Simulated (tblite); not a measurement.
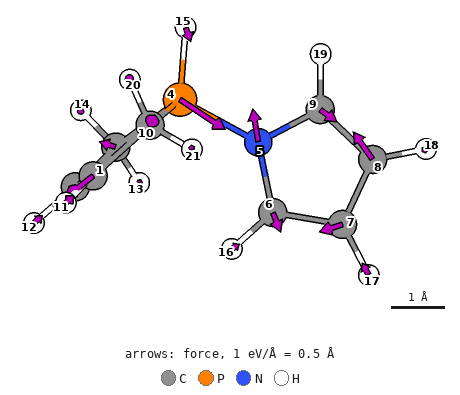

Starting geometry of C8H11NP (charge +1) with the computed forces as purple arrows. Style: ball-and-stick. Shown at a tilt.

Method: tblite 0.8.0, GFN2-xTB geometry optimisation, gas phase. 

> Is this structure relaxed? If not, where do the atoms go?

It isn't relaxed: the largest force vector, on the P atom, is 2.23 eV/Å. The final displacements follow the starting forces only in part (cosine between the two patterns 0.37). An H atom moves most after the best rigid fit: 0.21 Å. Largest moves by element: H 0.21 Å, P 0.13 Å, C 0.06 Å, N 0.04 Å. Some distances before and after: N–P 1.717 → 1.650 Å, C–C 1.481 → 1.509 Å, C–P 1.796 → 1.824 Å, H–P 1.404 → 1.376 Å. Bond angles that change, for instance: C–P–N 105.4° → 112.8°, N–P–H 111.6° → 104.5°, N–P–C 106.8° → 112.8°. Over 41 geometry steps the energy falls by 6.24 kcal/mol.
